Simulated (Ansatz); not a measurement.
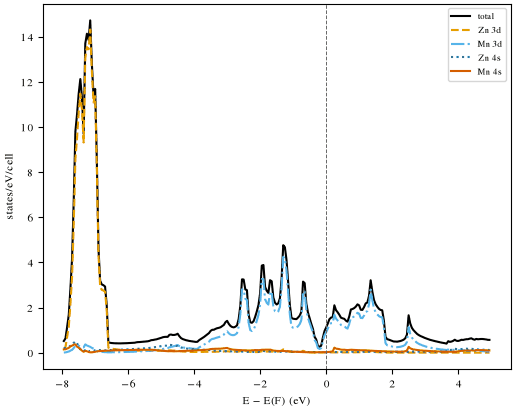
Total and projected density of states of MnZn (CsCl type, space group No. 221), DFT-PBEsol in the program Ansatz with PAW potentials

Q: Which orbitals carry the states next to the Fermi level?

A: Within 0.5 eV of the Fermi level: Mn 3d 81 %, Mn 4s 6 %, outside the projected shells 10 %. Projections are on Löwdin-orthogonalised atomic valence shells; empty p or d shells of many metals are not among them.

Q: Where is the tallest occupied peak in this window, and what makes it?

A: Near -7.1 eV, about 15 states/eV per cell; the largest projected share is Zn 3d.

Space group Pm-3m (CsCl type). The workflow started from an entry of the Crystallography Open Database (COD). Whether it is the stable phase at ambient conditions was not checked. The PBEsol relaxation kept the symmetry of its start; whether a distortion lowers the energy is not shown. Spin order of the final state: ferromagnetic, chosen from 3 collinear starts compared on coarse meshes (ties went to the first, and starts can fall back to one state), not a proven ground state.

Potentials: the later of the program's two PAW sets.
